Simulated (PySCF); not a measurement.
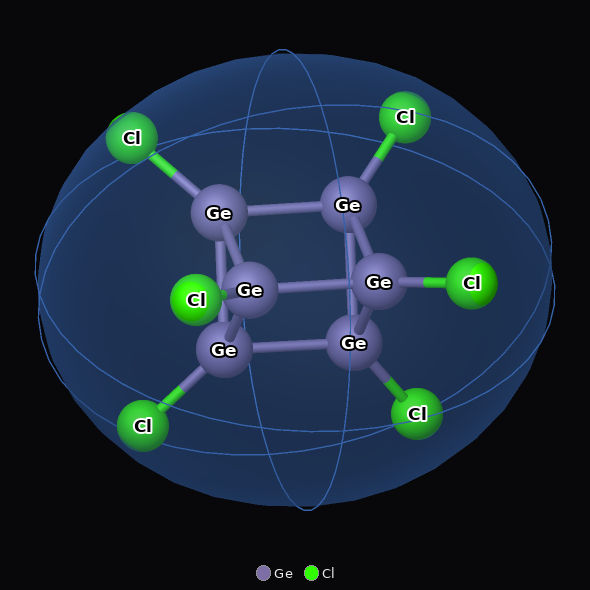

The ellipsoid shows the static dipole polarisability: its half-axes are proportional to the principal values. The geometry was computed by an optimisation with PBE0-D3(BJ)/def2-SVP. No frequency run is at hand to confirm it as a minimum. Method: ωB97X-D/def2-SVPD (PySCF 2.14.0).

### Give the principal values, the mean and the anisotropy.

Principal values 292.0, 293.7, 333.6 bohr³; mean 306.4 bohr³ (45.41 Å³); anisotropy 40.7 bohr³, so the longest axis is 1.14 times the shortest.
